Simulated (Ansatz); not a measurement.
## Convergence series on a (001) slab of C (cut from a parent of space group no. 227; 12 atoms in the cell)

```yaml
crystal:
  lattice:
    - [2.51783, 0.00000, 0.00000]
    - [-2.51783, 2.51783, 0.00000]
    - [0.00000, 0.00000, 23.79200]
  atoms:
    - { symbol: C, position: [0.00000, 0.50000, 0.33163] }
    - { symbol: C, position: [0.50000, 0.50000, 0.29422] }
    - { symbol: C, position: [0.00000, 0.00000, 0.40646] }
    - { symbol: C, position: [0.50000, 0.00000, 0.36904] }
    - { symbol: C, position: [0.00000, 0.50000, 0.48129] }
    - { symbol: C, position: [0.50000, 0.50000, 0.44388] }
    - { symbol: C, position: [0.00000, 0.00000, 0.55612] }
    - { symbol: C, position: [0.50000, 0.00000, 0.51871] }
    - { symbol: C, position: [0.00000, 0.50000, 0.63096] }
    - { symbol: C, position: [0.50000, 0.50000, 0.59354] }
    - { symbol: C, position: [0.00000, 0.00000, 0.70578] }
    - { symbol: C, position: [0.50000, 0.00000, 0.66837] }
```

Method of the run: PBE, PAW files (plane waves; Ansatz, a first-principles code).

The starting cell comes from a database of computed structures (which also holds hypothetical and non-ambient phases and stackings), without a prior relaxation at this level. The slab is cut from that crystal, and its faces are unrelaxed. Spin polarisation is off, though cut faces can carry moments; the slab shows no gap. In the base run, forces exceed 1 eV/Å.

Held fixed: kpoints.mp_grid.grid = 15 15 1; hamiltonian.xc = pbe; hamiltonian.pseudopotentials = {kind: paw} (the program's default PAW files); scf.occupations.method = cold; scf.occupations.width = 0.05 eV.

ΔF is the free energy per atom less that of the last row (28.0).

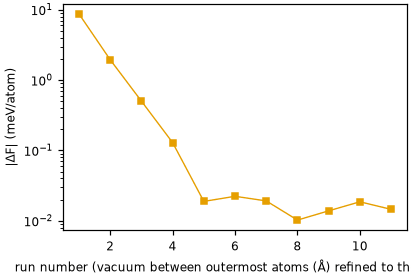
Fig. 1. Size of the energy error against the last run of the series; values under 0.01 meV/atom are drawn at 0.01.

```csv
vacuum between outermost atoms (Å),ΔF (meV/atom),largest force (eV/Å),plane waves,iterations
3.0,-8.7,2.618,1595,9
4.0,-1.95,2.468,1711,9
5.0,-0.50,2.423,1817,10
6.0,-0.13,2.425,1957,9
8.0,-0.02,2.424,2203,9
10.0,-0.02,2.424,2467,9
12.0,-0.02,2.424,2697,9
14.0,-0.01,2.424,2927,9
15.0,-0.01,2.424,3083,9
18.0,-0.02,2.423,3429,10
22.0,-0.01,2.424,3947,10
28.0,0.00,2.424,4663,10
```

Largest force within 0.01 eV/Å of the last row: from vacuum between outermost atoms (Å) = 5.0 on; the one before it is off by 0.044 eV/Å. The value it settles on is 2.424 eV/Å at this level of theory and with the other settings as held.

Energy within 1 meV/atom of the last row: from vacuum between outermost atoms (Å) = 5.0 on; the one before it is off by 1.9 meV/atom.

Keys are those of Ansatz 0.2.
